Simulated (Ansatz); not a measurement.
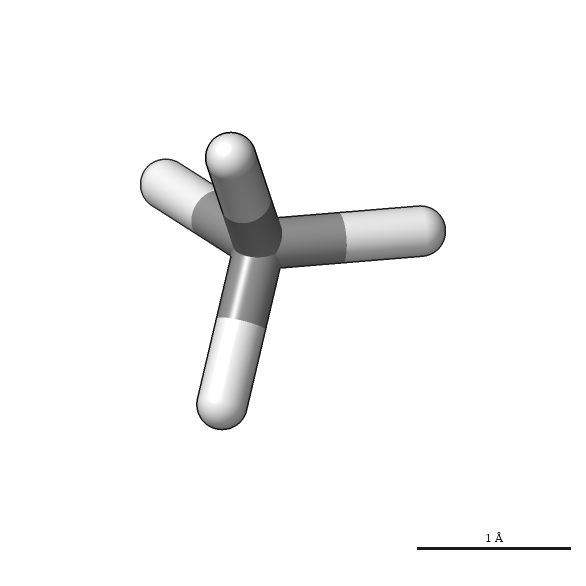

Stick drawing of a structure. Every bond is drawn as one stick, whatever its order. Colours: carbon grey, hydrogen white.

The geometry was computed by an optimisation with PBE0-D4/def2-TZVP.

What does the picture show?

The molecule is CH4. The point group is Td. Coordination: 1 C tetrahedral.

More results for the same structure follow; atom numbers are the same in all pictures, views and colours differ.

### Thermal motion

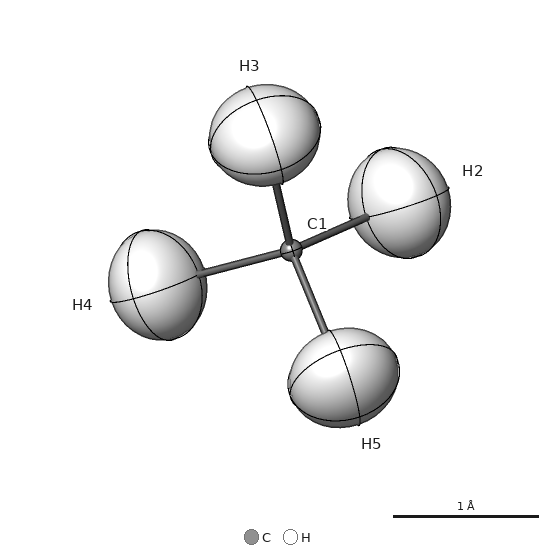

Displacement ellipsoids at the 50 % level, enlarged 3 times, from the internal vibrations of the free molecule (harmonic, no overall translation or rotation; no half-axis is drawn under 0.075 Å). Vibrations computed with RKS PBE0-D4/def2-TZVP (Ansatz 0.2.0). Temperature: 600 K.

**Which atom moves most?**

H2, H3, H4, H5, with U_eq = 0.0064 Å².

List U_eq and the three principal root-mean-square amplitudes for each kind of atom.

```csv
atom,U_eq (Å²),rms amplitudes (Å)
C1,0.00022,"0.015, 0.015, 0.015"
"H2, H3, H4, H5",0.0064,"0.071, 0.084, 0.084"
```

### Vibrations

Harmonic vibrations computed with RKS PBE0-D4/def2-TZVP (Ansatz 0.2.0) at a stationary point of the same level.

**List the wavenumbers.**

9 modes: 1326, 1326, 1326, 1551, 1551, 3047, 3168, 3168, 3168 cm⁻¹.

### Charges

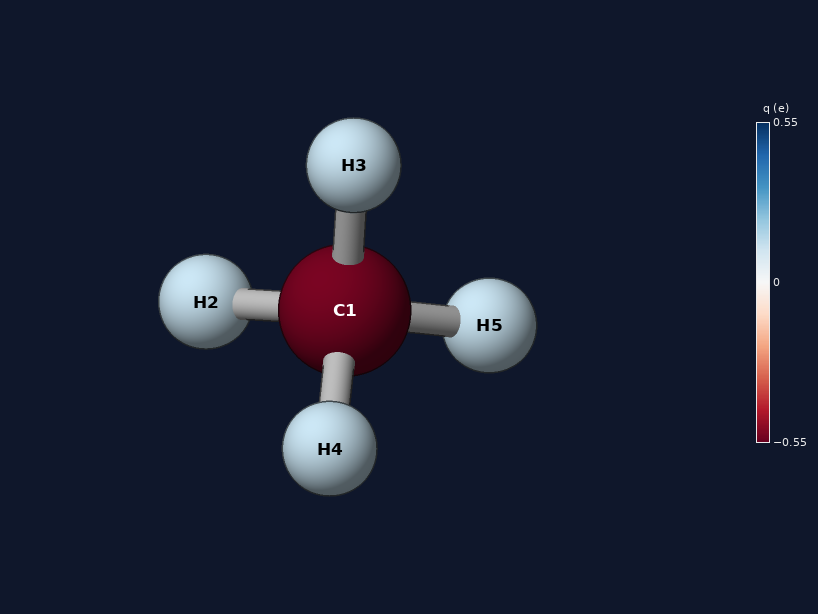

Atoms are coloured by their Mulliken charges. Level of theory: RKS PBE0-D4/def2-TZVP (Ansatz 0.2.0).

List the Mulliken charges.

```
atom  value (e)
  C1      −0.53
  H2       0.13
  H3       0.13
  H4       0.13
  H5       0.13
```

Mulliken values depend strongly on the basis set and can even reverse the polarity of a bond.
